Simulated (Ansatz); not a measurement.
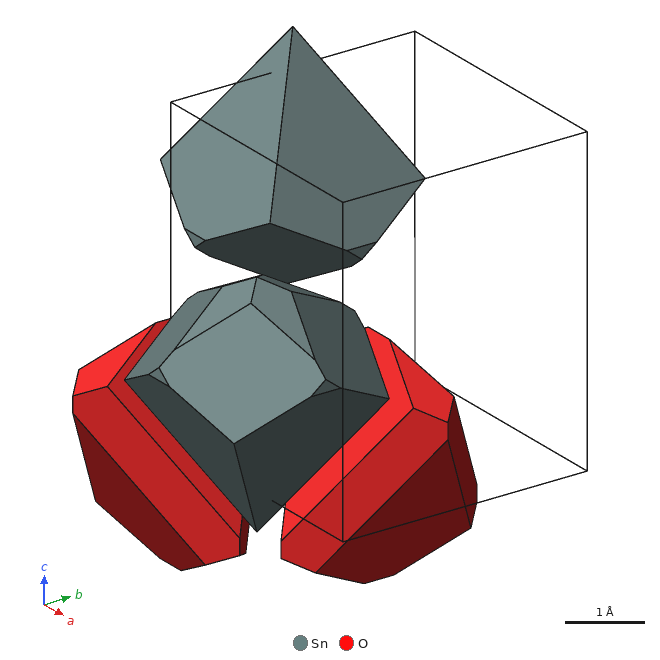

Computed Voronoi cells of the atoms in the unit cell of SnO (space group P4/nmm (No. 129), a = 3.801 Å, b = 3.801 Å, c = 4.735 Å, α = 90.00°, β = 90.00°, γ = 90.00°), coloured by the element inside, shrunk a little to part them. Source: the geometry relaxed with DFT PBEsol, scalar-relativistic, plane waves, PAW in Ansatz.

```json
{"site": "Sn", "Wyckoff": "2c", "x": "0.5000", "y": "0.0000", "z": "0.2439"}
{"site": "O", "Wyckoff": "2a", "x": "0.0000", "y": "0.0000", "z": "0.0000"}
```

Question: Rank the elements by the mean volume of their Voronoi cells.

Answer: Sn: 19.1 Å³ per atom, 56 % of the volume; O: 15.1 Å³ per atom, 44 % of the volume. The partition uses no radii, so it reflects positions alone and not ionic sizes.
